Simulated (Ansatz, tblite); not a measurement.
# (F3Ge)2NMe (CH3F6Ge2N): spin states and exact exchange

Aim: set other spin states of (F3Ge)2NMe (CH3F6Ge2N) against its singlet, on many levels of theory.

Method: as each input shows; program: Ansatz 0.2.0, Gaussian basis.

The runs, in order: triplet, at the geometry of the singlet (GFN1-xTB, GFN2-xTB, PBE0-D4/def2-TZVP, PBE-D4/def2-TZVP, r2SCAN-D4/def2-TZVP); the singlet's energies come from earlier runs.

### 1 The geometry

The geometry is that of the singlet, from an earlier relaxation (PBE-D4/def2-SVP).

13 atoms, charge 0, spin multiplicity 1.

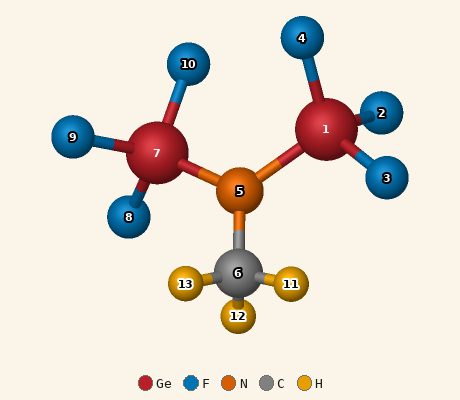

The structure; germanium red, fluorine blue, nitrogen orange, carbon grey, hydrogen amber; atoms are numbered from 1 in the order of the file.

As a file:

```xyz
13
charge 0, multiplicity 1
Ge    0.1583    1.6915   -0.3525
F    -0.8506    2.6659    0.6594
F    -0.2682    2.0469   -1.9950
F     1.7826    2.2078   -0.0670
N    -0.0404   -0.1028   -0.1226
C    -0.7389   -0.9204   -1.1385
Ge    0.5335   -0.8693    1.4182
F    -0.6957   -1.8395    2.1551
F     1.8874   -1.9285    1.2227
F     0.9847    0.4345    2.4644
H    -0.9378   -0.3024   -2.0344
H    -1.7069   -1.3064   -0.7558
H    -0.1080   -1.7775   -1.4541
```

### 2 Triplet at the fixed geometry, GFN1-xTB

Tight binding, by tblite at 300 K electronic temperature and without a spin-polarisation term:

```python
tblite.interface.Calculator('GFN1-xTB', numbers, positions, charge=0, uhf=2).singlepoint()
```

Energy -1116.4335 eV; 0.015 s.

### 3 Triplet at the fixed geometry, GFN2-xTB

Tight binding, by tblite at 300 K electronic temperature and without a spin-polarisation term:

```python
tblite.interface.Calculator('GFN2-xTB', numbers, positions, charge=0, uhf=2).singlepoint()
```

Energy -1058.7379 eV; 0.015 s.

### 4 Triplet at the fixed geometry, PBE0-D4/def2-TZVP

Contents of in.yaml:

```yaml
crystal:
  periodic: [false, false, false]
  atoms:
    - {symbol: Ge, position_ang: [0.158310, 1.691483, -0.352476]}
    - {symbol: F, position_ang: [-0.850621, 2.665912, 0.659438]}
    - {symbol: F, position_ang: [-0.268173, 2.046916, -1.994988]}
    - {symbol: F, position_ang: [1.782627, 2.207824, -0.066977]}
    - {symbol: N, position_ang: [-0.040402, -0.102787, -0.122566]}
    - {symbol: C, position_ang: [-0.738894, -0.920410, -1.138499]}
    - {symbol: Ge, position_ang: [0.533535, -0.869280, 1.418191]}
    - {symbol: F, position_ang: [-0.695750, -1.839465, 2.155100]}
    - {symbol: F, position_ang: [1.887400, -1.928476, 1.222681]}
    - {symbol: F, position_ang: [0.984748, 0.434528, 2.464399]}
    - {symbol: H, position_ang: [-0.937825, -0.302371, -2.034364]}
    - {symbol: H, position_ang: [-1.706926, -1.306387, -0.755823]}
    - {symbol: H, position_ang: [-0.108040, -1.777509, -1.454117]}
basis:
  gaussian: {orbitals: def2-TZVP}
magnetization: {spin_polarized: true, initial_magnetization: 2}
hamiltonian: {xc: pbe0, dispersion: d4}
scf: {omitted_lower_state_checks: [starts]}
output: {orbitals: {seedname: orbitals}}
```

Started as:

```
> ansatz run in.yaml --threads 2 --pin off --events-out ev --progress --plain --max-ram 32768MiB --backend cuda --devices 0, --max-vram 18GiB
```

Log:

```text
Functional definition: PBE0
  name "PBE0"
  cite "Adamo & Barone, J. Chem. Phys. 110, 6158 (1999) doi:10.1063/1.478522"
  cite "Perdew, Burke & Ernzerhof, Phys. Rev. Lett. 77, 3865 (1996) doi:10.1103/PhysRevLett.77.3865"
  parent pbe
  parameter a = 0.25
  parameter kappa = 0.804
  parameter beta = 0.06672455060314922
  exchange = (1 - a)*pbe_x(kappa = kappa, mu = beta*pi^2/3) + a*exact_x
  correlation = pbe_c(beta = beta)
these checks for a lower state are left out or cut short: starts
2205 factors; their error is unknown
mean field evaluation 1: about -131879.1527 eV, gradient 6.3e1 eV
mean field evaluation 2: about -131861.4298 eV, gradient 1.0e2 eV
mean field evaluation 4: about -131890.6614 eV, gradient 3.6e0 eV
mean field evaluation 8: about -131890.7226 eV, gradient 1.7e-1 eV
mean field evaluation 16: about -131891.3124 eV, gradient 2.9e-3 eV
mean field -131891.31235703 eV, -4846.9163299786 hartree, gradient 6.4e-5 eV, S^2 2.005322; 0 other end points of the search recorded, 0 dependent functions left out
reference -131891.31238380 eV, -4846.9163309624 hartree; 68, 66 occupied and 294, 296 virtual orbitals, 2205 factors
Total energy: -131891.65191758 eV, -4846.9288085985 hartree
Checks for a lower state left out: starts
```

It took 6.5 s on 1 × H100 (card shared with other runs) with 2 threads of AMD EPYC 7R13, shared host; peak host memory 0.94 GiB.

From the report: HOMO -4.08 eV, LUMO -7.02 eV (over both spins; with the spin held, an empty level of the minority spin lies below the top filled one); ⟨S²⟩ 2.005 (pure: 2.00).

### 5 Triplet at the fixed geometry, PBE-D4/def2-TZVP

start.molden holds the orbitals of an earlier run on this state, given as this run's starting guess.

Edit in.yaml of step 4 so:

```diff
@@ -17,5 +17,5 @@
 basis:
-  gaussian: {orbitals: def2-TZVP}
+  gaussian: {orbitals: def2-TZVP, initial_orbitals: start.molden}
 magnetization: {spin_polarized: true, initial_magnetization: 2}
-hamiltonian: {xc: pbe0, dispersion: d4}
+hamiltonian: {xc: pbe, dispersion: d4}
 scf: {omitted_lower_state_checks: [starts]}
```

Launched as before.

Log:

```text
Functional definition: PBE
  name "PBE"
  cite "Perdew, Burke & Ernzerhof, Phys. Rev. Lett. 77, 3865 (1996) doi:10.1103/PhysRevLett.77.3865"
  parent pbe
  parameter kappa = 0.804
  parameter beta = 0.06672455060314922
  exchange = pbe_x(kappa = kappa, mu = beta*pi^2/3)
  correlation = pbe_c(beta = beta)
these checks for a lower state are left out or cut short: starts
2119 factors; their error is unknown
mean field evaluation 1: about -131888.5791 eV, gradient 1.3e1 eV
mean field evaluation 2: about -131888.9650 eV, gradient 4.8e-1 eV
mean field evaluation 4: about -131888.9358 eV, gradient 2.5e-1 eV
mean field evaluation 8: about -131888.9360 eV, gradient 2.5e-5 eV
mean field -131888.93597909 eV, -4846.8289997000 hartree, gradient 2.5e-5 eV, S^2 2.002941; 0 other end points of the search recorded, 0 dependent functions left out
reference -131888.93601564 eV, -4846.8290010432 hartree; 68, 66 occupied and 294, 296 virtual orbitals, 2119 factors
Total energy: -131889.33145164 eV, -4846.8435330482 hartree
Checks for a lower state left out: starts
```

Wall time 6.5 s (1 × H100 (card shared with other runs) with 2 threads of AMD EPYC 7R13, shared host); peak host memory 0.92 GiB.

HOMO -3.44 eV, LUMO -8.13 eV (over both spins; with the spin held, an empty level of the minority spin lies below the top filled one); ⟨S²⟩ 2.003 (pure: 2.00).

### 6 Triplet at the fixed geometry, r2SCAN-D4/def2-TZVP

Edit in.yaml of step 5 so:

```diff
@@ -19,3 +19,3 @@
 magnetization: {spin_polarized: true, initial_magnetization: 2}
-hamiltonian: {xc: pbe, dispersion: d4}
+hamiltonian: {xc: r2scan, dispersion: d4}
 scf: {omitted_lower_state_checks: [starts]}
```

The command is unchanged.

Log:

```text
Functional definition: r2SCAN
  name "r2SCAN"
  cite "Furness, Kaplan, Ning, Perdew & Sun, J. Phys. Chem. Lett. 11, 8208 (2020) doi:10.1021/acs.jpclett.0c02405"
  cite "Furness, Kaplan, Ning, Perdew & Sun, J. Phys. Chem. Lett. 11, 9248 (2020) doi:10.1021/acs.jpclett.0c03077"
  parent r2scan
  parameter k0 = 0.174
  parameter k1 = 0.065
  parameter a1 = 4.9479
  exchange = r2scan_x(k0 = k0, k1 = k1, a1 = a1)
  correlation = r2scan_c
these checks for a lower state are left out or cut short: starts
2119 factors; their error is unknown
mean field evaluation 1: about -131915.9956 eV, gradient 7.4e0 eV
mean field evaluation 2: about -131916.0876 eV, gradient 1.5e-1 eV
mean field evaluation 4: about -131916.0587 eV, gradient 3.7e-3 eV
mean field -131916.05866695 eV, -4847.8257400943 hartree, gradient 4.9e-5 eV, S^2 2.006390; 0 other end points of the search recorded, 0 dependent functions left out
reference -131916.05867853 eV, -4847.8257405200 hartree; 68, 66 occupied and 294, 296 virtual orbitals, 2119 factors
Total energy: -131916.15983699 eV, -4847.8294580247 hartree
Checks for a lower state left out: starts
```

Run time: 6.5 s. Hardware: 1 × H100 (card shared with other runs) with 2 threads of AMD EPYC 7R13, shared host; peak host memory 1 GiB.

Report: HOMO -3.42 eV, LUMO -7.73 eV (over both spins; with the spin held, an empty level of the minority spin lies below the top filled one); ⟨S²⟩ 2.006 (pure: 2.00).

### 7 Triplet less singlet, vertical

The singlet's energies are those of its earlier runs, whose logs aren't repeated here.

```csv
level,"triplet less singlet, vertical (kJ/mol)",time
GFN1-xTB,+465.8,0.03 s
GFN2-xTB,+497.2,0.026 s
PBE-D4/def2-TZVP,+446.4,13 s
r2SCAN-D4/def2-TZVP,+467.4,12 s
PBE0-D4/def2-TZVP,+489.8,12 s
```

Times add the two runs; a level without a time comes out of a correlated run. Tight binding without a spin term can't rank spin states.

### 8 Outcome

| quantity | value |
| --- | --- |
| triplet less singlet, vertical, functionals in def2-TZVP | +446.4 (PBE-D4) to +489.8 kJ/mol (PBE0-D4) |

**Reading.** All functionals put the triplet above the singlet, over a spread of 43.3 kJ/mol. The checks for a lower triplet were left out, so another state of that spin may lie lower. These are electronic energies, without zero-point motion, entropy or surroundings.
